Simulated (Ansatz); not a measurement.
System: TlZnAgC₆N₆.

The calculation's input:

```
crystal:
  lattice:
    - [0.0, 5.5179704434, 5.5179704434]
    - [5.5179704434, 0.0, 5.5179704434]
    - [5.5179704434, 5.5179704434, 0.0]
  atoms:
    - { symbol: Zn, position: [0.5, 0.5, 0.5] }
    - { symbol: Tl, position: [0.25, 0.25, 0.25] }
    - { symbol: Ag, position: [0.0, 0.0, 0.0], spin: 0.77 }
    - { symbol: C, position: [0.799476833, 0.200523167, 0.200523167] }
    - { symbol: C, position: [0.799476833, 0.200523167, 0.799476833] }
    - { symbol: C, position: [0.799476833, 0.799476833, 0.200523167] }
    - { symbol: C, position: [0.200523167, 0.799476833, 0.799476833] }
    - { symbol: C, position: [0.200523167, 0.799476833, 0.200523167] }
    - { symbol: C, position: [0.200523167, 0.200523167, 0.799476833] }
    - { symbol: "N", position: [0.6938363578, 0.3061636422, 0.3061636422] }
    - { symbol: "N", position: [0.6938363578, 0.3061636422, 0.6938363578] }
    - { symbol: "N", position: [0.6938363578, 0.6938363578, 0.3061636422] }
    - { symbol: "N", position: [0.3061636422, 0.6938363578, 0.6938363578] }
    - { symbol: "N", position: [0.3061636422, 0.6938363578, 0.3061636422] }
    - { symbol: "N", position: [0.3061636422, 0.3061636422, 0.6938363578] }
basis:
  ecutwfc: 420
kpoints:
  mp_grid: { grid: [6, 6, 6] }
hamiltonian:
  xc: pbe
scf:
  occupations: { method: gaussian, width: 0.02 }
output:
  forces: true
  stress: true
  eigenvalues: true
  populations: true
  write_density: true
  write_potential: true
  elf: true
  volumetric_format: npy
magnetization:
  spin_polarized: true
relax:
  adjacent_minimum: "off"
  f_tol: 0.01
  max_steps: 80
  cell: { stress_tol: 0.05 }
```

Command:

```sh
ansatz run input.yaml --threads 1 --pin off --max-ram 2560MiB --backend cpu --events-out ev --progress --plain --runs-dir out
```

Below, planes, directions and counts refer to the conventional cell (a = 11.05 Å, b = 11.05 Å, c = 11.05 Å, α = 90.00°, β = 90.00°, γ = 90.00°).

Space group F-43m; a structure generated by program, which may or may not match a known phase; spin-polarised.

Level of theory: DFT PBE, scalar-relativistic, plane waves, PAW in Ansatz.

> Predict the valence pseudo-density, electron localisation function and spin density between the atoms.

C–N (1.17 Å): ρ is about 3.5 e/Å³ halfway; the ELF peaks at about 0.85 between the atoms (inside overlapping PAW spheres, so only a guide): a short, multiple covalent bond.
Zn–N (2.14 Å): ρ at the midpoint is about 0.43 e/Å³; the ELF peaks at about 0.90 in the valence shell of N, 0.7 Å from its nucleus, and is about 0.25 at the midpoint (no localised pair shows between them).
Ag–C (2.22 Å): ρ is about 0.57 e/Å³ halfway; the ELF peaks at about 0.95 in the valence shell of C, 0.6 Å from its nucleus, and is about 0.20 at the midpoint.
Tl–C (3.94 Å): the density is about 0.02 e/Å³ at the midpoint; the ELF is about 0 at the midpoint (no localised pair shows between them).
The spin density sits on Ag: +0.7 μB (×4) in one cell of 60 atoms, with smaller moments on other sites: C (up to +0.07 μB): parallel main moments, as they must be, since the calculation's own cell holds one magnetic site. The cell of the calculation (15 atoms) carries 2.0 μB of net spin moment.

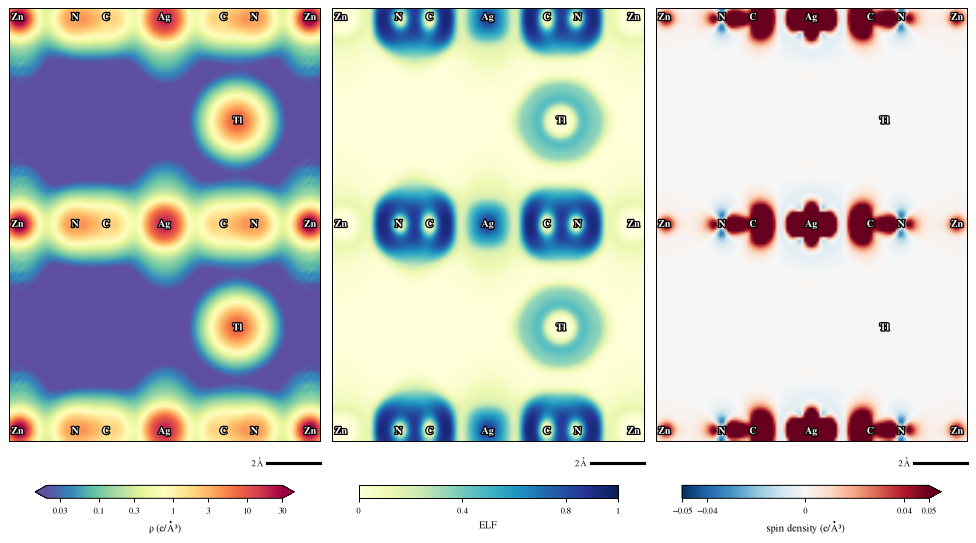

Computed valence pseudo-density, electron localisation function and spin density on the (110) plane of the conventional cell, in this order. 
